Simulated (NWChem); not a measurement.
# BH3 (borane) at 6 levels

Aim: a comparison of 6 runs (CAM-B3LYP/def2-TZVPPD, wB97X/def2-TZVPPD, B2PLYP/def2-TZVPPD, B3LYP/def2-TZVPPD, BHLYP/def2-TZVPPD, M06-L/def2-TZVPPD) of BH3 (borane). 

The calculation is run with NWChem 7.3.0.

2 further runs of the same task are left out: 1 that didn't finish, 1 set aside as unsound or not needed.

## Step 1: Starting point

BH3 has 4 atoms, charge 0, and is taken as a singlet. SMILES: `B`. The B1–H3 distance was set to 1.790 Å, away from the relaxed value. At this shape a bond of the SMILES string is far longer than usual.

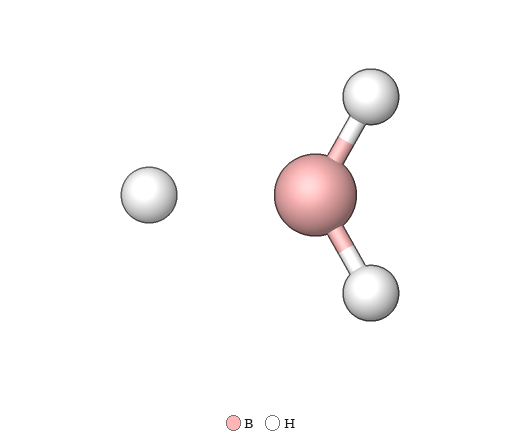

Viewed from a chosen angle; boron pink, hydrogen white.

## Step 2: The energy at CAM-B3LYP/def2-TZVPPD (run 1)

bh3.nw reads:

```
START bh3
TITLE "BH3"
memory 2200 mb
charge 0

GEOMETRY units angstroms noautosym nocenter noautoz
   B      0.158940     0.563211    -0.029148
   H      1.127240     0.960011     0.544752
   H     -0.276200    -1.171800     0.043000
   H     -0.519360     1.323211    -0.650948
END

BASIS "ao basis" spherical bse
   * library def2-TZVPPD
END

DFT
   xc xcamb88 1.00 lyp 0.81 vwn_5 0.19 hfexch 1.00
   cam 0.33 cam_alpha 0.19 cam_beta 0.46
   grid xfine
   convergence energy 1e-08
   direct
   iterations 100
   mulliken
   print low
END

TASK dft
```

Command:

```bash
$ nwchem bh3.nw > bh3.out
```

The program printed:

```text
[...]
 d= 0,ls=0.0,diis     1    -26.4990807291 -3.31D+01  3.38D-03  1.31D-01     3.8
[...]
 d= 0,ls=0.0,diis     7    -26.5221851797 -6.21D-10  1.08D-07  4.79D-11    25.6
         Total DFT energy =      -26.522185179655
      One electron energy =      -47.287663819068
           Coulomb energy =       19.171744949432
    Exchange-Corr. energy =       -4.981069440627
 Nuclear repulsion energy =        6.574803130607
[...]
      Total Density - Mulliken Population Analysis
     ---------------------------------------------
    Atom       Charge   Shell Charges
 -----------   ------   -------------------------------------------------------
    1 B    5     5.08   0.92  1.06  0.56  0.57  0.03  0.02  0.83  0.83  0.20  0.02  0.04  0.01  0.00
    2 H    1     0.93   0.26  0.44  0.21  0.00  0.01  0.01  0.00
    3 H    1     1.07   0.18  0.48  0.39  0.00  0.01  0.00  0.00
    4 H    1     0.93   0.26  0.44  0.21  0.00  0.01  0.01  0.00
[...]
```

Run time: 26 s. Hardware: 1 thread of AMD EPYC 7B13 (Zen 3), shared host; peak memory 0.12 GiB.

## Step 3: The energy at wB97X/def2-TZVPPD (run 2)

run.py reads:

```python
from ase import Atoms
from ase.calculators.nwchem import NWChem

system = Atoms(['B', 'H', 'H', 'H'], positions=[
    [0.158940, 0.563211, -0.029148],
    [1.127240, 0.960011, 0.544752],
    [-0.276200, -1.171800, 0.043000],
    [-0.519360, 1.323211, -0.650948],
])

calc = NWChem(
    label='bh3',
    theory='dft',
    memory='2200 mb',
    basis='def2-TZVPPD',
    basispar='spherical bse',
    dft={'xc': 'wb97x', 'mult': '1', 'grid': 'xfine', 'convergence': 'energy 1e-08', 'iterations': '100', 'mulliken': None, 'print': 'low'},
    task='energy',
)
system.calc = calc

e = system.get_potential_energy()
print(f"E = {e:.6f} eV")
```

Command:

```bash
$ export ASE_NWCHEM_COMMAND="nwchem PREFIX.nwi > PREFIX.nwo"
$ python run.py
```

The program printed:

```text
E = -722.090049 eV
```

The calculator wrote bh3.nwi:

```
title "bh3"

permanent_dir bh3

scratch_dir bh3

start bh3

geometry units angstrom nocenter noautosym noautoz
  B  1.5894000000000000e-01 5.6321100000000002e-01 -2.9148000000000000e-02
  H  1.1272400000000000e+00 9.6001099999999995e-01 5.4475200000000001e-01
  H  -2.7620000000000000e-01 -1.1718000000000000e+00 4.2999999999999997e-02
  H  -5.1936000000000004e-01 1.3232109999999999e+00 -6.5094799999999997e-01
end

memory 2200 mb

basis spherical bse noprint
   * library def2-TZVPPD
end

dft
  xc wb97x
  mult 1
  grid xfine
  convergence energy 1e-08
  iterations 100
  mulliken
  print low
end

task dft energy
```

bh3.nwo:

```text
Northwest Computational Chemistry Package (NWChem) 7.3.0
             --------------------------------------------------------

           Job information
           ---------------

    nwchem branch   = 7.3.0
    use scalapack   = T
    input           = bh3.nwi
    prefix          = bh3.
    data base       = bh3/bh3.db
    status          = startup
    nproc           =        1

           Memory information
           ------------------

[... 5 lines left out ...]
    hardfail = no
[... 36 lines left out ...]
            Nuclear Dipole moment (a.u.)
[... 70 lines left out ...]
         Total DFT energy =      -26.536320066743
[... 1 line left out ...]
           Coulomb energy =       19.162111858775
[... 1 line left out ...]
 Nuclear repulsion energy =        6.574803130607
[... 16 lines left out ...]
     -------------------------------------------
      Total Density - Lowdin Population Analysis
     -------------------------------------------

    Atom       Charge   Shell Charges
 -----------   ------   -------------------------------------------------------
    1 B    5     4.81   0.96  0.99  0.32  0.30  0.16  0.08  0.65  0.81  0.32  0.02  0.12  0.05  0.01
    2 H    1     1.12   0.24  0.42  0.22  0.01  0.06  0.16  0.01
    3 H    1     0.96   0.18  0.39  0.30  0.00  0.02  0.07  0.00
    4 H    1     1.12   0.24  0.42  0.22  0.01  0.06  0.16  0.01

 Task  times  cpu:       31.9s     wall:       31.9s
 Total times  cpu:       31.9s     wall:       31.9s
```

Wall time 33 s (1 thread of AMD EPYC 7B13 (Zen 3), shared host); peak memory 0.12 GiB.

## Step 4: A single-point energy at B2PLYP/def2-TZVPPD (run 3)

bh3.nw reads:

```
start bh3
title "BH3 B2PLYP"
memory stack 880 mb heap 220 mb global 1100 mb
geometry units angstrom noautosym nocenter noautoz
  B      0.158940     0.563211    -0.029148
  H      1.127240     0.960011     0.544752
  H     -0.276200    -1.171800     0.043000
  H     -0.519360     1.323211    -0.650948
end
basis "ao basis" spherical bse
  * library def2-TZVPPD
end
dft
  xc hfexch 0.53 becke88 0.47 lyp 0.73 mp2 0.27
  dftmp2 semidirect
  grid xfine
  convergence energy 1e-08
  iterations 100
  mulliken
end
mp2
  freeze core 1
end
task dft energy
```

Command:

```bash
$ nwchem bh3.nw > bh3.out
```

The program printed:

```text
[...]
          Wavefunction type:  closed shell.
          No. of atoms     :     4
          No. of electrons :     8
[...]
          Charge           :     0
          Spin multiplicity:     1
[...]
          AO basis - number of functions:    88
[...]
              XC Information
              --------------
                     Hartree-Fock (Exact) Exchange  0.530
                    Becke 1988 Exchange Functional  0.470
              Lee-Yang-Parr Correlation Functional  0.730
[...]
 d= 0,ls=0.0,diis     1    -26.4516966998 -3.30D+01  2.87D-03  9.24D-02     1.5
[...]
 d= 0,ls=0.0,diis     7    -26.4723480926 -3.70D-10  6.71D-08  2.23D-11     9.1
         Total DFT energy =      -26.472348092633
      One electron energy =      -47.259540671680
           Coulomb energy =       19.149328470220
    Exchange-Corr. energy =       -4.936939021780
 Nuclear repulsion energy =        6.574803130607
[...]
      Total Density - Mulliken Population Analysis
     ---------------------------------------------
    Atom       Charge   Shell Charges
 -----------   ------   -------------------------------------------------------
    1 B    5     4.98   0.92  1.06  0.54  0.57  0.02  0.02  0.79  0.82  0.18  0.02  0.04  0.01  0.00
    2 H    1     0.97   0.26  0.48  0.21  0.00  0.01  0.01  0.00
    3 H    1     1.08   0.18  0.49  0.40  0.00  0.01  0.00  0.00
    4 H    1     0.97   0.26  0.48  0.21  0.00  0.01  0.01  0.00
[...]
  Basis functions       =     88
[...]
```

It took 11 s on 1 thread of AMD EPYC 7B13 (Zen 3), shared host; peak memory 0.15 GiB.

Runs 4 to 5 aren't shown in full; the table further down has their settings and results.

## Step 5: A single-point energy at M06-L/def2-TZVPPD (run 6)

run.xyz reads:

```xyz
4
BH3 M06-L
B      0.158940     0.563211    -0.029148
H      1.127240     0.960011     0.544752
H     -0.276200    -1.171800     0.043000
H     -0.519360     1.323211    -0.650948
```

run.nw reads:

```
start run
title "BH3 M06-L"
memory total 2200 mb

geometry noautosym nocenter noautoz
   load run.xyz
end

basis spherical bse
   B library def2-TZVPPD
   H library def2-TZVPPD
end

dft
   xc m06-l
   grid xfine
   convergence energy 1e-08
   maxiter 100
   mulliken
   noprint "final vectors analysis"
end

task dft energy
```

Command:

```bash
$ nwchem run.nw > run.out
```

The program printed:

```text
[...]
          Wavefunction type:  closed shell.
          No. of atoms     :     4
          No. of electrons :     8
[...]
          Charge           :     0
          Spin multiplicity:     1
[...]
          AO basis - number of functions:    88
[...]
              XC Information
              --------------
                        M06-L Method XC Functional
                         M06-L Exchange Functional  1.000
                       M06-L Correlation Potential  1.000
[...]
 d= 0,ls=0.0,diis     1    -26.5272043130 -3.31D+01  5.41D-03  1.09D-01     2.1
[...]
 d= 0,ls=0.0,diis    10    -26.5447318582 -9.95D-10  2.04D-06  6.72D-09    18.0
         Total DFT energy =      -26.544731858168
      One electron energy =      -47.287037890840
           Coulomb energy =       19.188813604291
    Exchange-Corr. energy =       -5.021310702227
 Nuclear repulsion energy =        6.574803130607
[...]
      Total Density - Mulliken Population Analysis
     ---------------------------------------------
    Atom       Charge   Shell Charges
 -----------   ------   -------------------------------------------------------
    1 B    5     5.18   0.92  1.06  0.51  0.83 -0.17  0.05  0.80  1.02  0.07  0.02  0.06 -0.01  0.01
    2 H    1     0.78   0.28  0.38  0.10  0.00 -0.00  0.02  0.00
    3 H    1     1.27   0.18  0.48  0.57  0.00  0.01  0.03  0.00
    4 H    1     0.78   0.28  0.38  0.10  0.00 -0.00  0.02  0.00
[...]
```

It took 19 s on 1 thread of AMD EPYC 7B13 (Zen 3), shared host; peak memory 0.12 GiB.

## Step 6: All runs side by side

| run | level | frozen core orbitals | energy (Eh) | wall time |
| --- | --- | --- | --- | --- |
| 1 | CAM-B3LYP/def2-TZVPPD | – | -26.522185 | 26 s |
| 2 | wB97X/def2-TZVPPD | – | -26.536320 | 33 s |
| 3 | B2PLYP/def2-TZVPPD | 1 | -26.511045 | 11 s |
| 4 | B3LYP/def2-TZVPPD | – | -26.556389 | 10 s |
| 5 | BHLYP/def2-TZVPPD | – | -26.528112 | 10 s |
| 6 | M06-L/def2-TZVPPD | – | -26.544732 | 19 s |

## Step 7: What came out

| quantity | value |
| --- | --- |
| run 6: total energy | -26.54473 Eh |
| run 6: dipole moment | 0.88 D |

In words: Over runs 3, 4, 5, 6 the dipole moment (its size) runs from 0.88 D (M06-L/def2-TZVPPD) to 1.05 D (B2PLYP/def2-TZVPPD). A double hybrid's value is that of its SCF part. Over runs 3, 4, 5 the HOMO–LUMO gap runs from 5.62 eV (B3LYP/def2-TZVPPD) to 8.44 eV (B2PLYP/def2-TZVPPD). Totals of different functionals can't be ranked against each other. All runs together took 1.8 min, the longest 33 s.
